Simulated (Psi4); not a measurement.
# AlH2O2F (SMILES [OH][Al]([OH])[F]), step by step

Aim: a structure relaxation (HF/pcseg-1), then the harmonic vibrations of AlH2O2F. Input form: an ASE script.

The results are computed with Psi4 1.11.

## Step 1: The molecule

The species is AlH2O2F (6 atoms), meant as a singlet with charge 0. SMILES: `[OH][Al]([OH])[F]`. All atoms were displaced at random from a relaxed shape. The run starts from this shape.

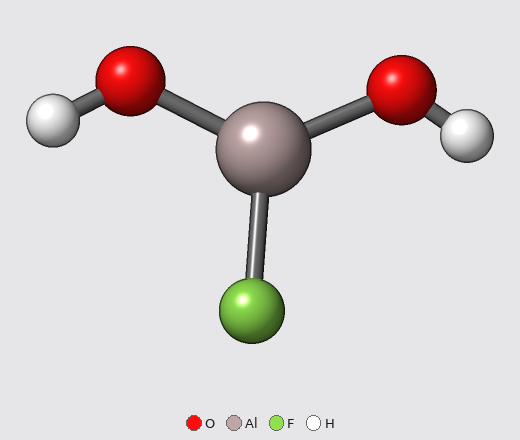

The structure, seen from a chosen angle (oxygen red, aluminium light grey, fluorine green, hydrogen white).

## Step 2: A geometry optimisation at HF/pcseg-1 (density fitting) (run 1)

Input file alfh2o2.xyz:

```xyz
6
AlFH2O2
O     -0.577077     1.393668    -0.763163
Al     0.000448    -0.011595    -0.022468
O      1.061110    -0.136919     1.259083
F     -0.593040    -1.660176    -0.650613
H     -1.209092     1.359300    -1.385081
H      1.394717    -1.000201     1.612622
```

Input file alfh2o2_ase.py:

```python
import numpy as np
from ase.calculators.psi4 import Psi4
from ase.io import read
from ase.optimize import LBFGS

a = read('alfh2o2.xyz')
calc = Psi4(atoms=a, method='hf', basis='pcseg-1', memory='1600MB', num_threads=1, charge=0, multiplicity=1, label='alfh2o2')
a.calc = calc

opt = LBFGS(a)
done = opt.run(fmax=0.05, steps=40)
print('converged:', done)
for s, p in zip(a.symbols, a.positions):
    print(f'{s:2s} {p[0]:12.6f} {p[1]:12.6f} {p[2]:12.6f}')
```

On the command line:

```
python alfh2o2_ase.py
```

alfh2o2.dat:

```text
[...]
  Running in c1 symmetry.
[...]
  Nuclear repulsion =  161.308752824932554
[...]
  Multiplicity = 1
[...]
  Nalpha       = 20
  Nbeta        = 20
[...]
    Number of basis functions: 70
[...]
   @DF-RHF iter   1:  -492.12448204981899   -1.33964e+00   1.11025e-02 DIIS/ADIIS
[...]
   @DF-RHF iter  11:  -492.34849237846385   -1.36424e-12   4.84889e-09 DIIS
[...]
    Orbital Energies [Eh]
    ---------------------
    Doubly Occupied:
       1A    -58.498716     2A    -26.235368     3A    -20.532096
       4A    -20.531992     5A     -4.931049     6A     -3.256547
       7A     -3.255870     8A     -3.254578     9A     -1.549908
      10A     -1.331272    11A     -1.322046    12A     -0.737154
      13A     -0.688646    14A     -0.671876    15A     -0.632436
      16A     -0.630142    17A     -0.537733    18A     -0.526989
      19A     -0.523346    20A     -0.508984
[...]
  @DF-RHF Final Energy:  -492.34849237846385
   => Energetics <=
    Nuclear Repulsion Energy =            161.3087528249325544
    One-Electron Energy =               -1007.0009958799814740
    Two-Electron Energy =                 353.3437506765851026
    Total Energy =                       -492.3484923784638454
[...]
 Multipole Moments:
 ------------------------------------------------------------------------------------
     Multipole            Electronic (a.u.)      Nuclear  (a.u.)        Total (a.u.)
 ------------------------------------------------------------------------------------
 L = 1.  Multiply by 2.5417464519 to convert [e a0] to [Debye]
 Dipole X            :         -0.9481670            0.8878393           -0.0603277
 Dipole Y            :         -2.4300699            2.2729792           -0.1570907
 Dipole Z            :         -1.0440485            0.9804013           -0.0636472
 Magnitude           :                                                    0.1799108
[...]
  -Total Gradient:
     Atom            X                  Y                   Z
    ------   -----------------  -----------------  -----------------
       1       -0.000194916597     0.000051092039     0.000048712504
       2        0.000354526305     0.000085490580     0.000359208283
       3        0.000028687483    -0.000228949012    -0.000241919845
       4       -0.000069978485    -0.000131780735    -0.000067780418
       5        0.000141747158    -0.000038446247     0.000016061092
       6       -0.000260065865     0.000262593375    -0.000114281615
[...]
```

On the terminal:

```text
Step     Time          Energy          fmax
LBFGS:    0 hh:mm:ss   -13396.784914        4.551722
LBFGS:    1 hh:mm:ss   -13397.136751        3.611623
LBFGS:    2 hh:mm:ss   -13397.383793        1.617094
LBFGS:    3 hh:mm:ss   -13397.431698        1.103778
LBFGS:    4 hh:mm:ss   -13397.446458        0.495188
LBFGS:    5 hh:mm:ss   -13397.452856        0.211356
LBFGS:    6 hh:mm:ss   -13397.454861        0.174526
LBFGS:    7 hh:mm:ss   -13397.464786        0.329261
LBFGS:    8 hh:mm:ss   -13397.467468        0.236196
LBFGS:    9 hh:mm:ss   -13397.469698        0.195346
LBFGS:   10 hh:mm:ss   -13397.472504        0.264711
LBFGS:   11 hh:mm:ss   -13397.476856        0.281292
LBFGS:   12 hh:mm:ss   -13397.480830        0.289895
LBFGS:   13 hh:mm:ss   -13397.483545        0.121612
LBFGS:   14 hh:mm:ss   -13397.484013        0.053246
LBFGS:   15 hh:mm:ss   -13397.484156        0.062871
LBFGS:   16 hh:mm:ss   -13397.484480        0.083852
LBFGS:   17 hh:mm:ss   -13397.484755        0.065132
LBFGS:   18 hh:mm:ss   -13397.484885        0.026322
converged: True
O     -0.584847     1.277607    -0.698928
Al    -0.051482    -0.175781    -0.063453
O      1.049272    -0.177664     1.195904
F     -0.612402    -1.605966    -0.679093
H     -1.174553     1.491295    -1.400179
H      1.451079    -0.865414     1.696129
```

It took 24 s on 1 thread of Intel Xeon Platinum 8488C (Sapphire Rapids), shared host; peak memory 0.25 GiB.

Steps, from the record of the run:

| step | energy from the first frame kept (eV) | largest force (eV/Å) |
| --- | --- | --- |
| 0 | 0.0000 | 4.5517 |
| 1 | -0.3518 | 3.6116 |
| 2 | -0.5989 | 1.6171 |
| 3 | -0.6468 | 1.1038 |
| 4 | -0.6615 | 0.4952 |
| 5 | -0.6679 | 0.2114 |
| 6 | -0.6699 | 0.1745 |
| 7 | -0.6799 | 0.3293 |
| 8 | -0.6826 | 0.2362 |
| 9 | -0.6848 | 0.1953 |
| 10 | -0.6876 | 0.2647 |
| 11 | -0.6919 | 0.2813 |
| 12 | -0.6959 | 0.2899 |
| 13 | -0.6986 | 0.1216 |
| 14 | -0.6991 | 0.0532 |
| 15 | -0.6992 | 0.0629 |
| 16 | -0.6996 | 0.0838 |
| 17 | -0.6998 | 0.0651 |
| 18 | -0.7000 | 0.0263 |

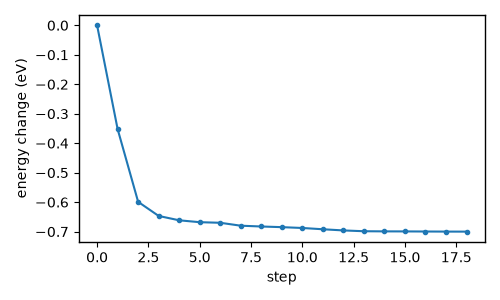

Energy along the run.

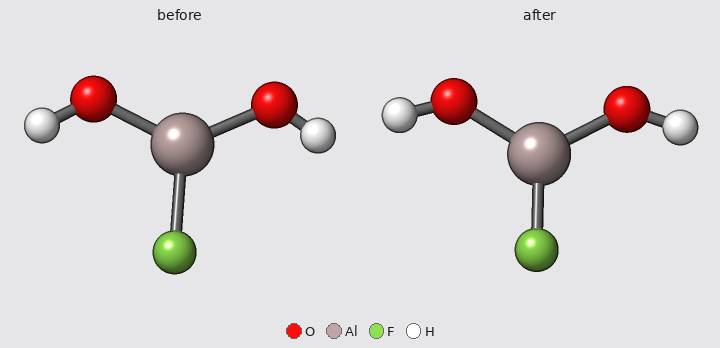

Before and after, at one scale.

After the run. Bond lengths: O1–Al2 1.674 Å, Al2–O3 1.673 Å, Al2–F4 1.655 Å, O1–H5 0.941 Å, O3–H6 0.941 Å. Angles: O1–Al2–O3 119.8°, O1–Al2–F4 120.1°, O3–Al2–F4 120.1°, Al2–O1–H5 132.8°, Al2–O3–H6 133.0°.

## Step 3: Vibrational wavenumbers at HF/pcseg-1 (density fitting) (run 2)

Input file run.py:

```python
import numpy as np
from ase.calculators.psi4 import Psi4
from ase import Atoms
from ase.vibrations import Vibrations

mol = Atoms(['O', 'Al', 'O', 'F', 'H', 'H'], positions=[
    [-0.559954, 1.348111, -0.679411],
    [-0.026590, -0.105276, -0.043936],
    [1.074164, -0.107160, 1.215421],
    [-0.587510, -1.535461, -0.659576],
    [-1.149661, 1.561799, -1.380662],
    [1.475971, -0.794910, 1.715646],
])
calc = Psi4(atoms=mol, method='scf', basis='pcseg-1', memory='1600MB', num_threads=1, charge=0, multiplicity=1, label='alfh2o2', reference='rhf')
mol.calc = calc

vib = Vibrations(mol, delta=0.005)
vib.run()
vib.summary()
```

On the command line:

```
python run.py
```

alfh2o2.dat:

```text
[...]
  Running in c1 symmetry.
[...]
  Nuclear repulsion =  161.289049953071213
[...]
  Multiplicity = 1
[...]
  Nalpha       = 20
  Nbeta        = 20
[...]
    Number of basis functions: 70
[...]
   @DF-RHF iter   1:  -492.12442998323905   -1.34127e+00   1.11019e-02 DIIS/ADIIS
[...]
   @DF-RHF iter  11:  -492.34848473879316   -1.70530e-12   8.00825e-09 DIIS
[...]
    Orbital Energies [Eh]
    ---------------------
    Doubly Occupied:
       1A    -58.498690     2A    -26.235293     3A    -20.532221
       4A    -20.531953     5A     -4.931007     6A     -3.256508
       7A     -3.255831     8A     -3.254536     9A     -1.549834
      10A     -1.330853    11A     -1.321601    12A     -0.736784
      13A     -0.688280    14A     -0.671764    15A     -0.632351
      16A     -0.630069    17A     -0.537574    18A     -0.526890
      19A     -0.523170    20A     -0.508878
[...]
  @DF-RHF Final Energy:  -492.34848473879316
   => Energetics <=
    Nuclear Repulsion Energy =            161.2890499530712134
    One-Electron Energy =               -1006.9668942254535295
    Two-Electron Energy =                 353.3293595335891837
    Total Energy =                       -492.3484847387931609
[...]
 Multipole Moments:
 ------------------------------------------------------------------------------------
     Multipole            Electronic (a.u.)      Nuclear  (a.u.)        Total (a.u.)
 ------------------------------------------------------------------------------------
 L = 1.  Multiply by 2.5417464519 to convert [e a0] to [Debye]
 Dipole X            :         -0.9478769            0.8878393           -0.0600376
 Dipole Y            :         -2.4300250            2.2729781           -0.1570469
 Dipole Z            :         -1.0448191            0.9850878           -0.0597313
 Magnitude           :                                                    0.1784266
[...]
  -Total Gradient:
     Atom            X                  Y                   Z
    ------   -----------------  -----------------  -----------------
       1       -0.000192632240     0.000042944604     0.000056015221
       2        0.000279184380     0.000169918939     0.000274099975
       3       -0.001358464247     0.002035197393    -0.002026232497
       4       -0.000052980900    -0.000134477488    -0.000054882032
       5        0.000138644852    -0.000035963816     0.000018801438
       6        0.001186248154    -0.002077619631     0.001732197893
[...]
```

Standard output:

```text
---------------------
  #    meV     cm^-1
---------------------
  0    1.8i     14.3i
  1    1.2i      9.4i
  2    0.0i      0.0i
  3    0.0i      0.0i
  4    0.0i      0.0i
  5    0.6       4.8
  6   29.9     240.8
  7   30.8     248.2
  8   37.4     301.7
  9   40.2     324.3
 10   46.7     376.4
 11   61.2     493.6
 12   65.4     527.8
 13   90.7     731.9
 14  118.2     953.2
 15  127.1    1024.9
 16  527.8    4257.1
 17  528.3    4261.4
---------------------
Zero-point energy: 0.852 eV
```

It took 54 s on 1 thread of Intel Xeon Platinum 8488C (Sapphire Rapids), shared host; peak memory 0.28 GiB.

## Step 4: Summary of results

```
                                  quantity          value
run 1, HF/pcseg-1: total energy at the end  -492.34849 Eh
          run 1, HF/pcseg-1: dipole moment         0.46 D
            run 1, HF/pcseg-1: HOMO energy      -13.85 eV
            run 1, HF/pcseg-1: LUMO energy        2.32 eV
          run 1, HF/pcseg-1: HOMO–LUMO gap       16.17 eV
```

What this shows: The optimisation (run 1, HF/pcseg-1) took 18 steps and changed the energy by -0.700 eV.
